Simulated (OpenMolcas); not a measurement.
# TaS in OpenMolcas, from active space to Ω levels

Which states of TaS lie lowest, and how does spin–orbit coupling split them?

Computed with OpenMolcas 26.06. Level: SA-CASSCF(9,9), XMS-CASPT2, RASSI; ANO-RCC-VDZP.

All values are calculated.

### 1 Input

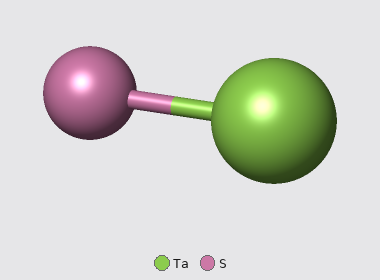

The two atoms at 2.135 Å (tantalum green, sulfur pink).

C2 symmetry about the axis (a holds Σ, Δ, Γ; b holds Π, Φ, H; Σ⁺ and Σ⁻ are not told apart); roots by multiplicity and irrep: 2a 9, 4a 3, 4b 4, 2b 6.

Active shells: Ta 6s 5d, S 3p.

The input, m.inp:

```
&GATEWAY
Coord
2
angstrom
Ta 0.0 0.0 0.0
S 0.0 0.0 2.1350
Basis=ANO-RCC-VDZP
Group=XY
RX2C
AMFI
ANGMom
0.0 0.0 0.0
RICD
&SEWARD
&GUESSORB
&RASSCF
FileOrb=$CurrDir/o21.orb
Symmetry=1
Spin=2
nActEl=9 0 0
Inactive=22 18
RAS2=5 4
CIRoot=9 9 1
Linear
Iterations=120 100
OrbListing=Nothing
PRWF=0.15
>>COPY $Project.RasOrb $CurrDir/o21.orb
>>COPY $Project.rasscf.h5 $CurrDir/r21.h5
&CASPT2
XMultistate=all
Imaginary=0.2
IPEA=0.25
MaxIter=40
>>COPY $Project.JobMix JOB001
&RASSCF
FileOrb=$CurrDir/o41.orb
Symmetry=1
Spin=4
nActEl=9 0 0
Inactive=22 18
RAS2=5 4
CIRoot=3 3 1
Linear
Iterations=120 100
OrbListing=Nothing
PRWF=0.15
>>COPY $Project.RasOrb $CurrDir/o41.orb
>>COPY $Project.rasscf.h5 $CurrDir/r41.h5
&CASPT2
XMultistate=all
Imaginary=0.2
IPEA=0.25
MaxIter=40
>>COPY $Project.JobMix JOB002
&RASSCF
FileOrb=$CurrDir/o42.orb
Symmetry=2
Spin=4
nActEl=9 0 0
Inactive=22 18
RAS2=5 4
CIRoot=4 4 1
Linear
Iterations=120 100
OrbListing=Nothing
PRWF=0.15
>>COPY $Project.RasOrb $CurrDir/o42.orb
>>COPY $Project.rasscf.h5 $CurrDir/r42.h5
&CASPT2
XMultistate=all
Imaginary=0.2
IPEA=0.25
MaxIter=40
>>COPY $Project.JobMix JOB003
&RASSCF
FileOrb=$CurrDir/o22.orb
Symmetry=2
Spin=2
nActEl=9 0 0
Inactive=22 18
RAS2=5 4
CIRoot=6 6 1
Linear
Iterations=120 100
OrbListing=Nothing
PRWF=0.15
>>COPY $Project.RasOrb $CurrDir/o22.orb
>>COPY $Project.rasscf.h5 $CurrDir/r22.h5
&CASPT2
XMultistate=all
Imaginary=0.2
IPEA=0.25
MaxIter=40
>>COPY $Project.JobMix JOB004
&RASSI
Nr of JobIphs=4 9 3 4 6
1 2 3 4 5 6 7 8 9
1 2 3
1 2 3 4
1 2 3 4 5 6
SpinOrbit
EJob
Omega
MEES
MESO
Properties=4
'AngMom' 3 'Mltpl  1' 1 'Mltpl  1' 2 'Mltpl  1' 3
Thrs=1.0d-4
>>COPY $Project.rassi.h5 $CurrDir/so.h5
```

Each module block was a call of its own in one work directory; start orbitals came from a preliminary run.

The run is started by

```bash
$ pymolcas m.inp
```

### 2 CASSCF and CASPT2, block by block

Output, in excerpt, cut to the lines that bear on the results:

```text
[...]
      Number of active orbitals                  9
[...]
      Spin quantum number                      0.5
[...]
      Active orbitals                            5   4
[...]
      printout of CI-coefficients larger than  0.15 for root  1
      energy=  -16000.280865
      conf/sym  11111 2222     Coeff  Weight
          1020  022u0 0022  -0.17974 0.03231
          2805  02u02 0022   0.30608 0.09369
          3015  020u2 0022  -0.87068 0.75809
      printout of CI-coefficients larger than  0.15 for root  2
      energy=  -16000.280865
      conf/sym  11111 2222     Coeff  Weight
[...]
      Natural orbitals and occupation numbers for root  1
      sym 1:   0.069514   1.959813   0.083073   0.999843   1.882790
      sym 2:   0.066680   0.066680   1.935804   1.935804
      Natural orbitals and occupation numbers for root  2
      sym 1:   0.069513   1.959814   0.999843   0.083073   1.882791
      sym 2:   0.066679   0.066679   1.935804   1.935805
      Natural orbitals and occupation numbers for root  3
      sym 1:   0.565132   1.974384   0.578133   0.578130   1.294855
[...]
::    RASSCF root number  1 Total energy: -16000.28086538
::    RASSCF root number  2 Total energy: -16000.28086536
[...]
      Number of CSFs                          4420
[...]
::    RASSCF root number  3 Total energy: -16000.24221676
[...]
      Reference weight:           0.91352
[...]
::    XMS-CASPT2 Root  1     Total energy: -16000.61604446
::    XMS-CASPT2 Root  2     Total energy: -16000.57027139
::    XMS-CASPT2 Root  3     Total energy: -16000.57025754
[...]
      Natural orbitals and occupation numbers for root  1
      sym 1:   0.046107   1.954934   0.501116   0.501115   0.998267
      sym 2:   0.540227   0.540228   1.959003   1.959003
      Natural orbitals and occupation numbers for root  2
      sym 1:   0.046107   1.954934   0.501115   0.501116   0.998267
      sym 2:   0.540227   0.540228   1.959003   1.959003
      Natural orbitals and occupation numbers for root  3
      sym 1:   0.046386   1.952595   0.501554   0.507492   0.998820
      sym 2:   0.549561   0.541811   1.951596   1.950184
      Natural orbitals and occupation numbers for root  4
      sym 1:   0.046386   1.952595   0.501554   0.507492   0.998820
[... the kept output breaks off here ...]
```

Spin-free states (degenerate pairs once); dipoles are positive if S is the positive end.

```json
{"state": "(1)2Δ", "CASSCF root of the same rank (eV)": "0.08", "XMS-CASPT2 (eV)": "0.000", "μ of the rotated CASSCF state (D)": "-3.05"}
{"state": "(1)4Σ", "CASSCF root of the same rank (eV)": "0.00", "XMS-CASPT2 (eV)": "0.377", "μ of the rotated CASSCF state (D)": "-4.75"}
{"state": "(1)2Π", "CASSCF root of the same rank (eV)": "1.22", "XMS-CASPT2 (eV)": "0.963", "μ of the rotated CASSCF state (D)": "-4.43"}
{"state": "(1)4Φ", "CASSCF root of the same rank (eV)": "0.94", "XMS-CASPT2 (eV)": "0.988", "μ of the rotated CASSCF state (D)": "-4.81"}
{"state": "(1)4Π", "CASSCF root of the same rank (eV)": "1.20", "XMS-CASPT2 (eV)": "1.247", "μ of the rotated CASSCF state (D)": "-4.65"}
{"state": "(1)2Σ", "CASSCF root of the same rank (eV)": "1.34", "XMS-CASPT2 (eV)": "1.372", "μ of the rotated CASSCF state (D)": "-2.32"}
{"state": "(1)4Δ", "CASSCF root of the same rank (eV)": "1.13", "XMS-CASPT2 (eV)": "1.623", "μ of the rotated CASSCF state (D)": "-2.31"}
{"state": "(1)2Γ", "CASSCF root of the same rank (eV)": "1.36", "XMS-CASPT2 (eV)": "1.721", "μ of the rotated CASSCF state (D)": "-4.26"}
{"state": "(2)2Σ", "CASSCF root of the same rank (eV)": "1.91", "XMS-CASPT2 (eV)": "2.023", "μ of the rotated CASSCF state (D)": "-2.96"}
{"state": "(2)2Π", "CASSCF root of the same rank (eV)": "2.14", "XMS-CASPT2 (eV)": "2.117", "μ of the rotated CASSCF state (D)": "-5.36"}
{"state": "(1)2Φ", "CASSCF root of the same rank (eV)": "2.20", "XMS-CASPT2 (eV)": "2.255", "μ of the rotated CASSCF state (D)": "-5.48"}
{"state": "(3)2Σ", "CASSCF root of the same rank (eV)": "2.23", "XMS-CASPT2 (eV)": "2.343", "μ of the rotated CASSCF state (D)": "-4.23"}
{"state": "(2)2Δ", "CASSCF root of the same rank (eV)": "2.23", "XMS-CASPT2 (eV)": "2.377", "μ of the rotated CASSCF state (D)": "-3.30"}
```

State-averaged natural occupations by block (full and empty orbitals left out): 2a: 0.40 1.97 0.70 0.70 1.22 0.07 0.07 1.94 1.94; 4a: 0.69 1.97 0.67 0.67 1.00 0.07 0.07 1.93 1.93; 4b: 0.05 1.95 0.50 0.50 0.99 0.54 0.54 1.96 1.96; 2b: 0.05 1.96 0.40 0.40 1.21 0.54 0.54 1.95 1.95. Reference weights run from 0.887 to 0.914.

### 3 Spin–orbit coupling by RASSI

RASSI output, in excerpt, cut to the lines that bear on the results:

```text
[...]
   Eigenvalues of complex Hamiltonian:
  (Shifted by EMIN (a.u.) =     -16000.6299074266)
 SO State       Relative EMIN(au)   Rel lowest level(eV)    D:o, cm**(-1)      Omega
     1            -0.0085402928        0.0000000000              0.0000         1.5
     2            -0.0085402928        0.0000000000              0.0000         1.5
     3             0.0068753507        0.4194810297           3383.3427         2.5
     4             0.0068753507        0.4194810297           3383.3427         2.5
     5             0.0088852306        0.4741726488           3824.4603         0.5
     6             0.0088852306        0.4741726488           3824.4603         0.5
     7             0.0128294231        0.5814995928           4690.1105         1.5
     8             0.0128294231        0.5814995928           4690.1105         1.5
     9             0.0226958070        0.8499775756           6855.5315         1.5
    10             0.0226958070        0.8499775756           6855.5315         1.5
    11             0.0291786359        1.0263843365           8278.3480         0.5
    12             0.0291786359        1.0263843365           8278.3480         0.5
    13             0.0307449508        1.0690059364           8622.1143         2.5
    14             0.0307449508        1.0690059364           8622.1143         2.5
[...]
```

It took 1.9 min on 1 thread of Arm Neoverse V1, shared host; peak memory 0.58 GiB.

Levels:

```
  Ω  energy (cm⁻¹)                         parentage  f from lowest
3/2              0                         97% (1)2Δ              0
5/2           3383                         99% (1)2Δ              0
1/2           3824              89% (1)4Σ + 5% (1)2Σ              0
3/2           4690                         98% (1)4Σ              0
3/2           6856                         95% (1)4Φ        0.00037
1/2           8278              88% (1)2Π + 4% (1)2Σ        0.00019
5/2           8622                         95% (1)4Φ        3.6e-05
7/2          10394                         95% (1)4Φ              0
3/2          10429             75% (1)2Π + 19% (1)4Π        0.00052
1/2          10810             75% (1)4Π + 13% (1)4Δ         0.0011
1/2          11198   78% (1)4Π + 5% (1)4Σ + 5% (1)4Δ         0.0008
3/2          11797             62% (1)4Π + 22% (1)2Π              0
9/2          11928             87% (1)4Φ + 13% (1)2Γ              0
5/2          12326              91% (1)4Π + 6% (1)4Δ              0
1/2          13308   76% (1)2Σ + 9% (1)4Π + 4% (2)2Σ        0.00028
1/2          13772             71% (1)4Δ + 25% (1)4Π        0.00017
3/2          14868             79% (1)4Δ + 14% (1)4Π        0.00096
7/2          15566             84% (1)2Γ + 10% (1)4Δ              0
5/2          15702                         82% (1)4Δ         0.0013
9/2          16363             86% (1)2Γ + 13% (1)4Φ              0
7/2          16806             82% (1)4Δ + 11% (1)2Γ              0
1/2          17940  59% (2)2Π + 33% (2)2Σ + 4% (3)2Σ          0.018
1/2          18409  49% (2)2Σ + 34% (2)2Π + 8% (3)2Σ         0.0094
5/2          18992                         94% (1)2Φ          0.027
3/2          20365             61% (2)2Π + 34% (2)2Δ          0.013
3/2          21249             61% (2)2Δ + 35% (2)2Π          0.021
1/2          21612             85% (3)2Σ + 11% (2)2Σ        5.4e-05
7/2          21737                         92% (1)2Φ              0
5/2          22152                         93% (2)2Δ        0.00022
```

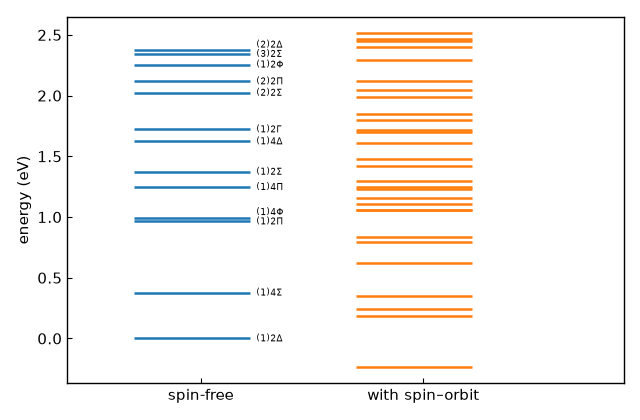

CASPT2 states and the spin-orbit levels up to 3.5 eV, from the lowest spin-free state.

### 4 Along the bond: spin-free states

The same input was run at the other distances; those logs are left out. Energies in eV from the lowest point of the curves kept (curves with gaps or mixed symmetry are left out, so lower ones can be missing). Curves are followed by energy order within each symmetry, so they can change character at crossings; Σ⁺ and Σ⁻ are counted together.

```
R (Å)  (1)2Δ  (1)4Σ  (1)4Φ  (1)4Π  (1)2Σ
1.921  0.842  1.396  2.091  2.389  2.521
2.007  0.254  0.735  1.394  1.677  1.792
2.135  0.000  0.377  0.988  1.247  1.372
2.210  0.092  0.402  0.992  1.234  1.411
2.391  0.679  0.882  1.415  1.620  1.837
```

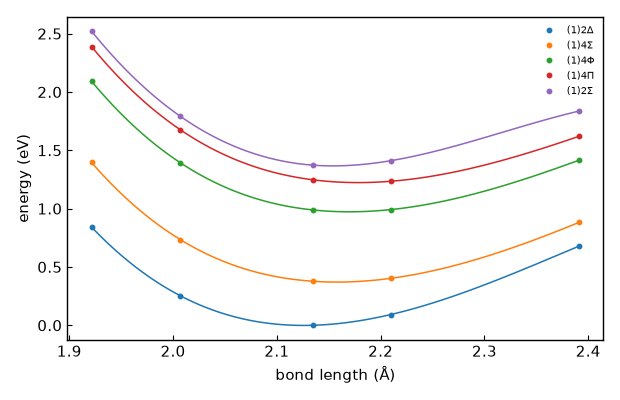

Curves of the lowest states.

### 5 Along the bond: spin–orbit levels

Energies in eV from the lowest point of the curves kept (curves with gaps or mixed symmetry are left out, so lower ones can be missing). Curves are followed by energy order within each symmetry, so they can change character at crossings; levels whose Ω could not be read are left out of the count.

```
R (Å)  (1)Ω=3/2  (1)Ω=5/2  (1)Ω=1/2  (2)Ω=3/2  (3)Ω=3/2
1.921     0.852     1.262     1.513     1.606     1.948
2.007     0.259     0.674     0.844     0.943     1.251
2.135     0.000     0.419     0.474     0.581     0.850
2.210     0.089     0.510     0.495     0.605     0.857
2.391     0.672     1.091     0.965     1.081     1.292
```

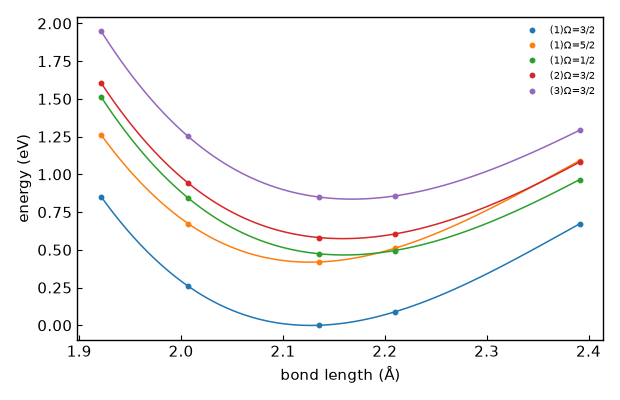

Curves of the lowest levels.

All 9 distances took 20 min on 1 thread of Arm Neoverse V1, shared host; 4 of them failed the checks on weights, roots and symmetry and are left out.

### 6 Outcome

| quantity | value |
| --- | --- |
| lowest spin-free state | (1)2Δ |
| next spin-free state | (1)4Σ, 0.377 eV |
| lowest level | Ω = 3/2, 97 % (1)2Δ |
| next level | Ω = 5/2, 3383 cm⁻¹ |
| lowering by spin–orbit coupling | 1874 cm⁻¹ |

In words: At 2.135 Å the lowest computed level has Ω = 3/2 and is 97 % (1)2Δ. The levels that stem mainly from (1)2Δ spread over 3383 cm⁻¹. It is doubtful as the ground state: CASSCF puts (1)4Σ 0.08 eV below it. The levels from (1)4Σ spread over 866 cm⁻¹, with Ω = 1/2 lowest. Only the spin multiplicities and numbers of roots in the input were computed, so the list of states is not complete and the lowest one found need not be the ground state; labels number the states computed. For d and f metals this valence active space lacks a second d shell: the order of states is not reliable within half an eV or more, and the lowest computed state need not be the true ground state.
